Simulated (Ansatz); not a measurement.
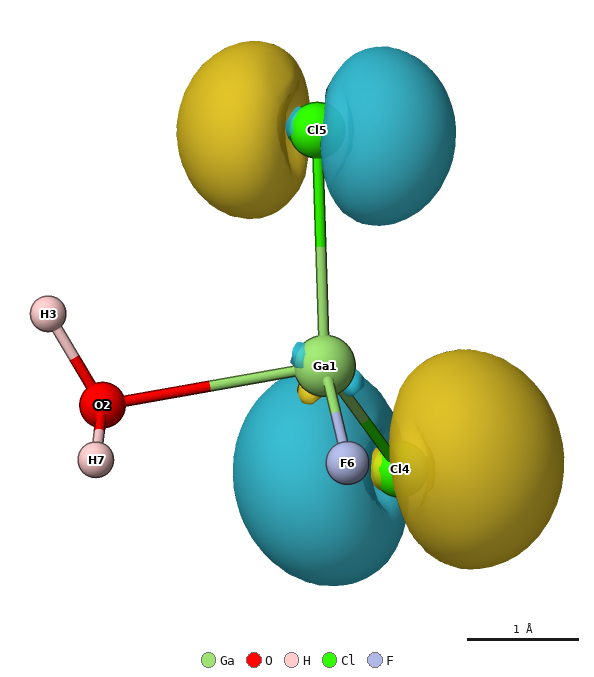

Figure 1: Cl₂FGaH₂O. The HOMO−1 at ±0.15 Å⁻³ᐟ² (yellow and cyan are the two phases), seen at a tilt.

Level of theory: RKS CAM-B3LYP-D4/def2-SVP (Ansatz 0.2.0).

Input file:

```
crystal:
  periodic: [false, false, false]
  atoms:
    - { symbol: Ga, position_ang: [0.145715, 0.522169, -0.547121] }
    - { symbol: O, position_ang: [0.026563, -0.03592, 2.366289] }
    - { symbol: H, position_ang: [-0.902704, -0.140012, 2.615385] }
    - { symbol: Cl, position_ang: [1.942349, -0.301604, -1.28287] }
    - { symbol: Cl, position_ang: [-1.783735, -0.144641, -1.095187] }
    - { symbol: F, position_ang: [0.237353, 1.957581, 0.403407] }
    - { symbol: H, position_ang: [0.134559, 0.938125, 2.260397] }
basis:
  gaussian: { orbitals: def2-SVP }
hamiltonian:
  xc: cam_b3lyp
  dispersion: d4
relax:
  f_tol: 0.03
  max_steps: 50
output:
  orbitals: {}
```

Run with:

```sh
ansatz run input.yaml --threads 4 --pin off --max-ram 5120MiB --backend cpu --events-out ev --progress --plain --runs-dir out
```

The fields are those of the run's last geometry, not of the input's.

### Describe this orbital and give its energy.

It lies mainly on Cl4 (about 65 %), Cl5 (about 25 %) and Ga1 (about 5 %). Its energy is −10.28 eV.
